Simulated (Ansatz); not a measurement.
**H5NSSi + H2O: a complex and its separated parts, part 1 of 3**

Aim: how far the complex at one end of a reaction step lies below its separated, relaxed parts, level by level.

Computed with Ansatz 0.2.0, Gaussian basis. Level: PBE0-D4/def2-TZVP structures, single points in def2-TZVPP, no counterpoise correction.

Levels: SPW92, PBE-D4, BLYP-D4, r2SCAN-D4, B97M-V, PBE0-D4, B3LYP-D4, r2SCAN0-D4, BHLYP-D4, CAM-B3LYP-D4, wB97X-V, wB97M-V, B2PLYP, PBE-QIDH, RPA on PBE, Hartree-Fock, MP2, CCSD, CCSD(T).

Cores are frozen in the correlated methods. B3LYP uses VWN-RPA correlation. B2PLYP carries no dispersion term here.

94 further runs of the same task are left out: 94 set aside as unsound or not needed.

## 1. The starting structure

The complex: 11 atoms, charge 0, spin multiplicity 1.

Atoms are counted from 1 here; the program's logs count them from 0.

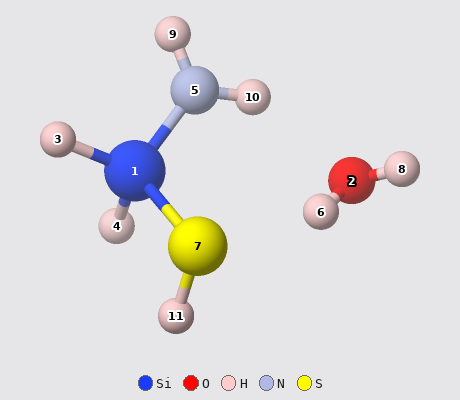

The starting geometry (silicon blue, oxygen red, hydrogen pink, nitrogen light blue, sulfur yellow); atoms are numbered from 1 in the order of the file.

Coordinates:

```xyz
11
H7NOSSi
Si   -0.8546   -0.4913   -0.9205
O     1.0801    0.7481    1.8958
H    -1.0847   -1.1621   -2.2240
H    -2.1627   -0.3021   -0.2360
N     0.3396   -1.3733   -0.1053
H     0.8191    1.2561    1.1138
S    -0.0966    1.5178   -1.1756
H     1.9526    1.0715    2.1297
H     0.5515   -2.3290   -0.3303
H     0.7284   -1.0485    0.7702
H    -1.2724    2.1128   -0.9179
```

Its parts: H5NSSi holds atoms 1, 3, 4, 5, 7, 9, 10, 11; H2O holds atoms 2, 6, 8. Each part counts its atoms afresh in its own runs.

## 2. Relaxing H5NSSi alone

relax-a/in.yaml

```yaml
crystal:
  periodic: [false, false, false]
  atoms:
    - {symbol: Si, position_ang: [-0.854623, -0.491337, -0.920470]}
    - {symbol: H, position_ang: [-1.084725, -1.162132, -2.224024]}
    - {symbol: H, position_ang: [-2.162692, -0.302059, -0.236012]}
    - {symbol: N, position_ang: [0.339590, -1.373329, -0.105305]}
    - {symbol: S, position_ang: [-0.096627, 1.517799, -1.175579]}
    - {symbol: H, position_ang: [0.551463, -2.328963, -0.330307]}
    - {symbol: H, position_ang: [0.728378, -1.048491, 0.770161]}
    - {symbol: H, position_ang: [-1.272442, 2.112800, -0.917854]}
basis:
  gaussian: {orbitals: def2-TZVP}
hamiltonian: {xc: pbe0, dispersion: d4}
relax: {f_tol: 0.005, max_steps: 200}
```

Started as:

```sh
ansatz run in.yaml --threads 4 --pin off --events-out ev --progress --plain --max-ram 9574MiB
```

The log of the run:

```text
Functional definition: PBE0
  name "PBE0"
  cite "Adamo & Barone, J. Chem. Phys. 110, 6158 (1999) doi:10.1063/1.478522"
  cite "Perdew, Burke & Ernzerhof, Phys. Rev. Lett. 77, 3865 (1996) doi:10.1103/PhysRevLett.77.3865"
  parent pbe
  parameter a = 0.25
  parameter kappa = 0.804
  parameter beta = 0.06672455060314922
  exchange = (1 - a)*pbe_x(kappa = kappa, mu = beta*pi^2/3) + a*exact_x
  correlation = pbe_c(beta = beta)
914 factors; their error is unknown
mean field evaluation 1: about -20272.3139 eV, gradient 5.7e1 eV
mean field evaluation 2: about -20264.5026 eV, gradient 7.8e1 eV
mean field evaluation 4: about -20278.3007 eV, gradient 2.6e0 eV
mean field evaluation 8: about -20278.3176 eV, gradient 2.6e-2 eV
mean field evaluation 16: about -20278.3763 eV, gradient 1.9e-5 eV
mean field -20278.37631386 eV, -745.2165843572 hartree, gradient 1.9e-5 eV, S^2 0.000000; 0 other end points of the search recorded, 0 dependent functions left out
the calculation of the forces begins
reference -20278.37634152 eV, -745.2165853737 hartree; 21, 21 occupied and 114, 114 virtual orbitals, 914 factors
relax step   1: F+E_penalty+E_count = -20278.50652852 eV  Δ(F+E_penalty+E_count) = +0.000e0 eV  max|allowed force component| = 5.730e-1 eV/Å  Δτ_max = 0.0000 Å  (25 SCF iters, accepted)
these checks for a lower state are left out or cut short: starts, cluster_reference, orbital_swaps, neighbouring_geometries, increment
914 factors; their error is unknown
mean field -20278.38443561 eV, -745.2168828262 hartree, gradient 8.1e-6 eV, S^2 0.000000; 0 other end points of the search recorded, 0 dependent functions left out
the calculation of the forces begins
reference -20278.38446325 eV, -745.2168838419 hartree; 21, 21 occupied and 114, 114 virtual orbitals, 914 factors
relax step   2: F+E_penalty+E_count = -20278.51461612 eV  Δ(F+E_penalty+E_count) = -8.088e-3 eV  max|allowed force component| = 1.345e-1 eV/Å  Δτ_max = 0.0413 Å  (31 SCF iters, accepted)
these checks for a lower state are left out or cut short: starts, cluster_reference, orbital_swaps, neighbouring_geometries, increment
914 factors; their error is unknown
mean field -20278.38674534 eV, -745.2169677071 hartree, gradient 7.9e-6 eV, S^2 0.000000; 0 other end points of the search recorded, 0 dependent functions left out
the calculation of the forces begins
reference -20278.38677297 eV, -745.2169687225 hartree; 21, 21 occupied and 114, 114 virtual orbitals, 914 factors
relax step   3: F+E_penalty+E_count = -20278.51691027 eV  Δ(F+E_penalty+E_count) = -2.294e-3 eV  max|allowed force component| = 9.241e-2 eV/Å  Δτ_max = 0.0265 Å  (30 SCF iters, accepted)
[... from here on, the SCF cycles and remarks between the steps are left out ...]
relax step   4: F+E_penalty+E_count = -20278.51751070 eV  Δ(F+E_penalty+E_count) = -6.004e-4 eV  max|allowed force component| = 6.399e-2 eV/Å  Δτ_max = 0.0066 Å  (31 SCF iters, accepted)
relax step   5: F+E_penalty+E_count = -20278.51779644 eV  Δ(F+E_penalty+E_count) = -2.857e-4 eV  max|allowed force component| = 4.746e-2 eV/Å  Δτ_max = 0.0089 Å  (31 SCF iters, accepted)
relax step   6: F+E_penalty+E_count = -20278.51796593 eV  Δ(F+E_penalty+E_count) = -1.695e-4 eV  max|allowed force component| = 3.097e-2 eV/Å  Δτ_max = 0.0113 Å  (30 SCF iters, accepted)
relax step   7: F+E_penalty+E_count = -20278.51805443 eV  Δ(F+E_penalty+E_count) = -8.850e-5 eV  max|allowed force component| = 1.720e-2 eV/Å  Δτ_max = 0.0089 Å  (31 SCF iters, accepted)
relax step   8: F+E_penalty+E_count = -20278.51808551 eV  Δ(F+E_penalty+E_count) = -3.108e-5 eV  max|allowed force component| = 1.378e-2 eV/Å  Δτ_max = 0.0032 Å  (22 SCF iters, accepted)
relax step   9: F+E_penalty+E_count = -20278.51810282 eV  Δ(F+E_penalty+E_count) = -1.731e-5 eV  max|allowed force component| = 7.245e-3 eV/Å  Δτ_max = 0.0031 Å  (22 SCF iters, accepted)
relax step  10: F+E_penalty+E_count = -20278.51811766 eV  Δ(F+E_penalty+E_count) = -1.483e-5 eV  max|allowed force component| = 6.106e-3 eV/Å  Δτ_max = 0.0046 Å  (30 SCF iters, accepted)
relax step  11: F+E_penalty+E_count = -20278.51811965 eV  Δ(F+E_penalty+E_count) = -1.992e-6 eV  max|allowed force component| = 2.004e-2 eV/Å  Δτ_max = 0.0097 Å  (30 SCF iters, accepted)
relax step  12: F+E_penalty+E_count = -20278.51814073 eV  Δ(F+E_penalty+E_count) = -2.108e-5 eV  max|allowed force component| = 1.213e-2 eV/Å  Δτ_max = 0.0020 Å  (21 SCF iters, accepted)
relax step  13: F+E_penalty+E_count = -20278.51814960 eV  Δ(F+E_penalty+E_count) = -8.872e-6 eV  max|allowed force component| = 6.091e-3 eV/Å  Δτ_max = 0.0025 Å  (22 SCF iters, accepted)
relax step  14: F+E_penalty+E_count = -20278.51816164 eV  Δ(F+E_penalty+E_count) = -1.204e-5 eV  max|allowed force component| = 4.989e-3 eV/Å  Δτ_max = 0.0079 Å  (31 SCF iters, accepted)
relax step  15: F+E_penalty+E_count = -20278.51817076 eV  Δ(F+E_penalty+E_count) = -9.119e-6 eV  max|allowed force component| = 1.870e-2 eV/Å  Δτ_max = 0.0142 Å  (30 SCF iters, accepted)
relax step  16: F+E_penalty+E_count = -20278.51817721 eV  Δ(F+E_penalty+E_count) = -6.452e-6 eV  max|allowed force component| = 2.245e-2 eV/Å  Δτ_max = 0.0038 Å  (31 SCF iters, accepted)
relax step  17: F+E_penalty+E_count = -20278.51818544 eV  Δ(F+E_penalty+E_count) = -8.223e-6 eV  max|allowed force component| = 2.844e-2 eV/Å  Δτ_max = 0.0060 Å  (31 SCF iters, accepted)
relax step  18: F+E_penalty+E_count = -20278.51819748 eV  Δ(F+E_penalty+E_count) = -1.204e-5 eV  max|allowed force component| = 4.078e-2 eV/Å  Δτ_max = 0.0118 Å  (30 SCF iters, accepted)
relax step  19: F+E_penalty+E_count = -20278.51820760 eV  Δ(F+E_penalty+E_count) = -1.012e-5 eV  max|allowed force component| = 6.062e-2 eV/Å  Δτ_max = 0.0140 Å  (30 SCF iters, accepted)
relax step  20: F+E_penalty+E_count = -20278.51822959 eV  Δ(F+E_penalty+E_count) = -2.199e-5 eV  max|allowed force component| = 6.123e-2 eV/Å  Δτ_max = 0.0061 Å  (31 SCF iters, accepted)
relax step  21: F+E_penalty+E_count = -20278.51828229 eV  Δ(F+E_penalty+E_count) = -5.270e-5 eV  max|allowed force component| = 1.018e-1 eV/Å  Δτ_max = 0.0253 Å  (30 SCF iters, accepted)
relax step  22: F+E_penalty+E_count = -20278.51841137 eV  Δ(F+E_penalty+E_count) = -1.291e-4 eV  max|allowed force component| = 1.060e-1 eV/Å  Δτ_max = 0.0143 Å  (31 SCF iters, accepted)
relax step  23: F+E_penalty+E_count = -20278.51828746 eV  Δ(F+E_penalty+E_count) = +1.239e-4 eV  max|allowed force component| = 2.821e-1 eV/Å  Δτ_max = 0.0575 Å  (30 SCF iters, rejected (line search))
relax step  24: F+E_penalty+E_count = -20278.51890764 eV  Δ(F+E_penalty+E_count) = -4.963e-4 eV  max|allowed force component| = 6.263e-2 eV/Å  Δτ_max = 0.0288 Å  (31 SCF iters, accepted)
relax step  25: F+E_penalty+E_count = -20278.51715277 eV  Δ(F+E_penalty+E_count) = +1.755e-3 eV  max|allowed force component| = 4.446e-1 eV/Å  Δτ_max = 0.0976 Å  (30 SCF iters, rejected (line search))
relax step  26: F+E_penalty+E_count = -20278.51958767 eV  Δ(F+E_penalty+E_count) = -6.800e-4 eV  max|allowed force component| = 7.505e-2 eV/Å  Δτ_max = 0.0488 Å  (30 SCF iters, accepted)
relax step  27: F+E_penalty+E_count = -20278.52022630 eV  Δ(F+E_penalty+E_count) = -6.386e-4 eV  max|allowed force component| = 1.254e-1 eV/Å  Δτ_max = 0.0488 Å  (29 SCF iters, accepted)
relax step  28: F+E_penalty+E_count = -20278.52063949 eV  Δ(F+E_penalty+E_count) = -4.132e-4 eV  max|allowed force component| = 4.119e-2 eV/Å  Δτ_max = 0.0550 Å  (30 SCF iters, accepted)
relax step  29: F+E_penalty+E_count = -20278.51914011 eV  Δ(F+E_penalty+E_count) = +1.499e-3 eV  max|allowed force component| = 1.447e-1 eV/Å  Δτ_max = 0.0606 Å  (30 SCF iters, rejected (line search))
relax step  30: F+E_penalty+E_count = -20278.52100288 eV  Δ(F+E_penalty+E_count) = -3.634e-4 eV  max|allowed force component| = 1.089e-1 eV/Å  Δτ_max = 0.0258 Å  (30 SCF iters, accepted)
relax step  31: F+E_penalty+E_count = -20278.52131595 eV  Δ(F+E_penalty+E_count) = -3.131e-4 eV  max|allowed force component| = 2.340e-2 eV/Å  Δτ_max = 0.0044 Å  (31 SCF iters, accepted)
relax step  32: F+E_penalty+E_count = -20278.52135659 eV  Δ(F+E_penalty+E_count) = -4.064e-5 eV  max|allowed force component| = 5.495e-3 eV/Å  Δτ_max = 0.0156 Å  (30 SCF iters, accepted)
relax step  33: F+E_penalty+E_count = -20278.52137604 eV  Δ(F+E_penalty+E_count) = -1.945e-5 eV  max|allowed force component| = 4.297e-3 eV/Å  Δτ_max = 0.0053 Å  (31 SCF iters, accepted)
relax step  34: F+E_penalty+E_count = -20278.52138670 eV  Δ(F+E_penalty+E_count) = -1.066e-5 eV  max|allowed force component| = 5.753e-3 eV/Å  Δτ_max = 0.0060 Å  (32 SCF iters, accepted)
these checks for a lower state are left out or cut short: starts, cluster_reference, orbital_swaps, neighbouring_geometries, increment
914 factors; their error is unknown
mean field -20278.39199215 eV, -745.2171605238 hartree, gradient 9.5e-6 eV, S^2 0.000000; 0 other end points of the search recorded, 0 dependent functions left out
the calculation of the forces begins
reference -20278.39202012 eV, -745.2171615515 hartree; 21, 21 occupied and 114, 114 virtual orbitals, 914 factors
relax step  35: F+E_penalty+E_count = -20278.52139097 eV  Δ(F+E_penalty+E_count) = -4.271e-6 eV  max|allowed force component| = 3.902e-3 eV/Å  Δτ_max = 0.0062 Å  (32 SCF iters, accepted)
914 factors; their error is unknown
mean field evaluation 256: about -20278.1687 eV, gradient 8.1e0 eV
mean field -20278.39199215 eV, -745.2171605238 hartree, gradient 3.6e-5 eV, S^2 0.000000; 1 other end points of the search recorded, 0 dependent functions left out
the calculation of the forces begins
reference -20278.39202012 eV, -745.2171615515 hartree; 21, 21 occupied and 114, 114 virtual orbitals, 914 factors
Total energy: -20278.52141894 eV, -745.2219168704 hartree
Atom 0 at    -0.875142    -0.467063    -0.871875 Å, force    -0.002493    -0.000817     0.000766 eV/Å
Atom 1 at    -1.129727    -1.150406    -2.164252 Å, force     0.000311     0.000320     0.000352 eV/Å
Atom 2 at    -2.149474    -0.272014    -0.135257 Å, force    -0.000227    -0.001235     0.000268 eV/Å
Atom 3 at     0.213167    -1.473737    -0.028315 Å, force     0.001175    -0.000135     0.000578 eV/Å
Atom 4 at    -0.063595     1.503116    -1.164010 Å, force     0.002238     0.003403    -0.000703 eV/Å
Atom 5 at     0.794773    -2.125091    -0.527229 Å, force    -0.000571     0.001393     0.002663 eV/Å
Atom 6 at     0.616405    -1.204741     0.853738 Å, force    -0.000722    -0.001262    -0.003903 eV/Å
Atom 7 at    -1.258085     2.114224    -1.102191 Å, force     0.000287    -0.001666    -0.000021 eV/Å
Dipole moment:     0.044099    -0.192759     0.131918 e Å
```

Run time: 44 s. Hardware: 4 threads of Intel Xeon Platinum 8259CL at 2.50GHz, shared host.

The steps of the relaxation: (not every step is listed) (the energy doesn't fall at every step)

| step | energy from step 1 (eV) | largest force component (eV/Å) |
| --- | --- | --- |
| 1 | 0.0000 | 0.5730 |
| 2 | -0.0081 | 0.1345 |
| 3 | -0.0104 | 0.0924 |
| 4 | -0.0110 | 0.0640 |
| 5 | -0.0113 | 0.0475 |
| 6 | -0.0114 | 0.0310 |
| 7 | -0.0115 | 0.0172 |
| 8 | -0.0116 | 0.0138 |
| 9 | -0.0116 | 0.0072 |
| 11 | -0.0116 | 0.0200 |
| 13 | -0.0116 | 0.0061 |
| 15 | -0.0116 | 0.0187 |
| 17 | -0.0117 | 0.0284 |
| 19 | -0.0117 | 0.0606 |
| 21 | -0.0118 | 0.1018 |
| 23 | -0.0118 | 0.2821 |
| 25 | -0.0106 | 0.4446 |
| 27 | -0.0137 | 0.1254 |
| 29 | -0.0126 | 0.1447 |
| 30 | -0.0145 | 0.1089 |
| 31 | -0.0148 | 0.0234 |
| 32 | -0.0148 | 0.0055 |
| 33 | -0.0148 | 0.0043 |
| 34 | -0.0149 | 0.0058 |
| 35 | -0.0149 | 0.0039 |

Distances of close pairs at the start and the end, largest changes first:

| bond | before (Å) | after (Å) | change (Å) |
| --- | --- | --- | --- |
| Si1–N4 | 1.694 | 1.706 | +0.012 |
| Si1–S5 | 2.162 | 2.151 | -0.012 |
| N4–H7 | 1.011 | 1.006 | -0.005 |
| Si1–H3 | 1.488 | 1.485 | -0.004 |
| N4–H6 | 1.004 | 1.006 | +0.001 |
| S5–H8 | 1.343 | 1.343 | +0.000 |
| Si1–H2 | 1.484 | 1.484 | -0.000 |

## 3. Relaxing H2O alone

relax-b/in.yaml

```yaml
crystal:
  periodic: [false, false, false]
  atoms:
    - {symbol: O, position_ang: [1.080103, 0.748102, 1.895806]}
    - {symbol: H, position_ang: [0.819117, 1.256081, 1.113765]}
    - {symbol: H, position_ang: [1.952557, 1.071530, 2.129718]}
basis:
  gaussian: {orbitals: def2-TZVP}
hamiltonian: {xc: pbe0, dispersion: d4}
relax: {f_tol: 0.005, max_steps: 200}
```

Started as:

```sh
ansatz run in.yaml --threads 4 --pin off --events-out ev --progress --plain --max-ram 9574MiB
```

The log of the run, shortened:

```text
Functional definition: PBE0
  name "PBE0"
  cite "Adamo & Barone, J. Chem. Phys. 110, 6158 (1999) doi:10.1063/1.478522"
  cite "Perdew, Burke & Ernzerhof, Phys. Rev. Lett. 77, 3865 (1996) doi:10.1103/PhysRevLett.77.3865"
  parent pbe
[...]
239 factors; their error is unknown
[...]
mean field -2078.33090163 eV, -76.3772518915 hartree, gradient 2.1e-5 eV, S^2 0.000000; 0 other end points of the search recorded, 0 dependent functions left out
[...]
reference -2078.33309054 eV, -76.3773323326 hartree; 5, 5 occupied and 38, 38 virtual orbitals, 239 factors
Total energy: -2078.33734651 eV, -76.3774887365 hartree
Atom 0 at     1.077917     0.748655     1.893614 Å, force     0.001003     0.001830    -0.001448 eV/Å
Atom 1 at     0.823359     1.254340     1.118804 Å, force    -0.000458    -0.001055     0.000920 eV/Å
Atom 2 at     1.950501     1.072718     2.126870 Å, force    -0.000546    -0.000776     0.000529 eV/Å
Dipole moment:     0.227870     0.305931    -0.199672 e Å
```

It took 0.55 s on 4 threads of Intel Xeon Platinum 8259CL at 2.50GHz, shared host.

Relaxation path:

| step | energy from step 1 (eV) | largest force component (eV/Å) |
| --- | --- | --- |
| 1 | 0.0000 | 0.3756 |
| 2 | -0.0021 | 0.0811 |
| 3 | -0.0022 | 0.0018 |

Distances of close pairs at the start and the end, largest changes first:

| bond | before (Å) | after (Å) | change (Å) |
| --- | --- | --- | --- |
| O1–H2 | 0.968 | 0.960 | -0.009 |
| O1–H3 | 0.959 | 0.960 | +0.000 |

## 4. SPW92/def2-TZVPP

parta/in.yaml

```yaml
crystal:
  periodic: [false, false, false]
  atoms:
    - {symbol: Si, position_ang: [-0.875142, -0.467063, -0.871875]}
    - {symbol: H, position_ang: [-1.129727, -1.150406, -2.164252]}
    - {symbol: H, position_ang: [-2.149474, -0.272014, -0.135257]}
    - {symbol: N, position_ang: [0.213167, -1.473737, -0.028315]}
    - {symbol: S, position_ang: [-0.063595, 1.503116, -1.164010]}
    - {symbol: H, position_ang: [0.794773, -2.125091, -0.527229]}
    - {symbol: H, position_ang: [0.616405, -1.204741, 0.853738]}
    - {symbol: H, position_ang: [-1.258085, 2.114224, -1.102191]}
basis:
  gaussian: {orbitals: def2-TZVPP}
hamiltonian: {xc: lda}
```

partb/in.yaml

```yaml
crystal:
  periodic: [false, false, false]
  atoms:
    - {symbol: O, position_ang: [1.077917, 0.748655, 1.893614]}
    - {symbol: H, position_ang: [0.823359, 1.254340, 1.118804]}
    - {symbol: H, position_ang: [1.950501, 1.072718, 2.126870]}
basis:
  gaussian: {orbitals: def2-TZVPP}
hamiltonian: {xc: lda}
```

One command serves all of them, each in its own folder.

Started as:

```sh
ansatz run in.yaml --threads 4 --pin off --events-out ev --progress --plain --max-ram 9574MiB
```

Output in parta, shortened:

```text
Functional definition: SPW92
  name "SPW92"
  cite "Dirac, Proc. Camb. Phil. Soc. 26, 376 (1930) doi:10.1017/S0305004100016108"
  cite "Slater, Phys. Rev. 81, 385 (1951) doi:10.1103/PhysRev.81.385"
  cite "Perdew & Wang, Phys. Rev. B 45, 13244 (1992) doi:10.1103/PhysRevB.45.13244"
[...]
1022 factors; their error is unknown
[...]
mean field -20205.26028962 eV, -742.5296200263 hartree, gradient 8.3e-5 eV, S^2 0.000000; 0 other end points of the search recorded, 0 dependent functions left out
reference -20205.26032434 eV, -742.5296213022 hartree; 21, 21 occupied and 164, 164 virtual orbitals, 1022 factors
Total energy: -20205.26032434 eV, -742.5296213022 hartree
```

partb printed, shortened:

```text
Functional definition: SPW92
  name "SPW92"
  cite "Dirac, Proc. Camb. Phil. Soc. 26, 376 (1930) doi:10.1017/S0305004100016108"
  cite "Slater, Phys. Rev. 81, 385 (1951) doi:10.1103/PhysRev.81.385"
  cite "Perdew & Wang, Phys. Rev. B 45, 13244 (1992) doi:10.1103/PhysRevB.45.13244"
[...]
269 factors; their error is unknown
[...]
mean field -2065.39696685 eV, -75.9019385554 hartree, gradient 5.3e-5 eV, S^2 0.000000; 0 other end points of the search recorded, 0 dependent functions left out
reference -2065.39698568 eV, -75.9019392475 hartree; 5, 5 occupied and 54, 54 virtual orbitals, 269 factors
Total energy: -2065.39698568 eV, -75.9019392475 hartree
```

Wall times: 0.7 s (parta), 0.15 s (partb) on 4 threads of Intel Xeon Platinum 8259CL at 2.50GHz, shared host.

## 5. PBE-D4/def2-TZVPP

The same edit goes into each in.yaml of step 4 (parta, partb):

```diff
-hamiltonian: {xc: lda}
+hamiltonian: {xc: pbe, dispersion: d4}
```

One command serves all of them, each in its own folder.

Started as:

```sh
ansatz run in.yaml --threads 4 --pin off --events-out ev --progress --plain --max-ram 9574MiB
```

Output in parta, shortened:

```text
Functional definition: PBE
  name "PBE"
  cite "Perdew, Burke & Ernzerhof, Phys. Rev. Lett. 77, 3865 (1996) doi:10.1103/PhysRevLett.77.3865"
  parent pbe
[...]
1022 factors; their error is unknown
[...]
mean field -20276.58456268 eV, -745.1507387159 hartree, gradient 4.0e-5 eV, S^2 0.000000; 0 other end points of the search recorded, 0 dependent functions left out
reference -20276.58459957 eV, -745.1507400716 hartree; 21, 21 occupied and 164, 164 virtual orbitals, 1022 factors
Total energy: -20276.73850381 eV, -745.1563959482 hartree
```

Output in partb, shortened:

```text
Functional definition: PBE
  name "PBE"
  cite "Perdew, Burke & Ernzerhof, Phys. Rev. Lett. 77, 3865 (1996) doi:10.1103/PhysRevLett.77.3865"
  parent pbe
[...]
269 factors; their error is unknown
[...]
mean field -2078.40760199 eV, -76.3800705780 hartree, gradient 4.7e-5 eV, S^2 0.000000; 0 other end points of the search recorded, 0 dependent functions left out
reference -2078.40762247 eV, -76.3800713304 hartree; 5, 5 occupied and 54, 54 virtual orbitals, 269 factors
Total energy: -2078.41293970 eV, -76.3802667351 hartree
```

Wall times: 1 s (parta), 0.2 s (partb) on 4 threads of Intel Xeon Platinum 8259CL at 2.50GHz, shared host.

## 6. BLYP-D4/def2-TZVPP

Each input of step 5 (parta, partb) changes in the same lines:

```diff
-hamiltonian: {xc: pbe, dispersion: d4}
+hamiltonian: {xc: {name: BLYP}, dispersion: d4}
```

One command serves all of them, each in its own folder.

Started as:

```sh
ansatz run in.yaml --threads 4 --pin off --events-out ev --progress --plain --max-ram 9574MiB
```

Log of parta, shortened:

```text
Functional definition: BLYP
  name "BLYP"
  cite "Becke, Phys. Rev. A 38, 3098 (1988) doi:10.1103/PhysRevA.38.3098"
  cite "Lee, Yang & Parr, Phys. Rev. B 37, 785 (1988) doi:10.1103/PhysRevB.37.785"
[...]
1022 factors; their error is unknown
[...]
mean field -20286.50721548 eV, -745.5153894804 hartree, gradient 5.8e-5 eV, S^2 0.000000; 0 other end points of the search recorded, 0 dependent functions left out
reference -20286.50753830 eV, -745.5154013439 hartree; 21, 21 occupied and 164, 164 virtual orbitals, 1022 factors
Total energy: -20286.84762297 eV, -745.5278992251 hartree
```

Output in partb, shortened:

```text
Functional definition: BLYP
  name "BLYP"
  cite "Becke, Phys. Rev. A 38, 3098 (1988) doi:10.1103/PhysRevA.38.3098"
  cite "Lee, Yang & Parr, Phys. Rev. B 37, 785 (1988) doi:10.1103/PhysRevB.37.785"
[...]
269 factors; their error is unknown
[...]
mean field -2080.27681564 eV, -76.4487629125 hartree, gradient 8.9e-5 eV, S^2 0.000000; 0 other end points of the search recorded, 0 dependent functions left out
reference -2080.27700519 eV, -76.4487698782 hartree; 5, 5 occupied and 54, 54 virtual orbitals, 269 factors
Total energy: -2080.28984804 eV, -76.4492418443 hartree
```

Times: 1.1 s (parta), 0.2 s (partb) on 4 threads of Intel Xeon Platinum 8259CL at 2.50GHz, shared host.

(Continued in part 2 of 3.)
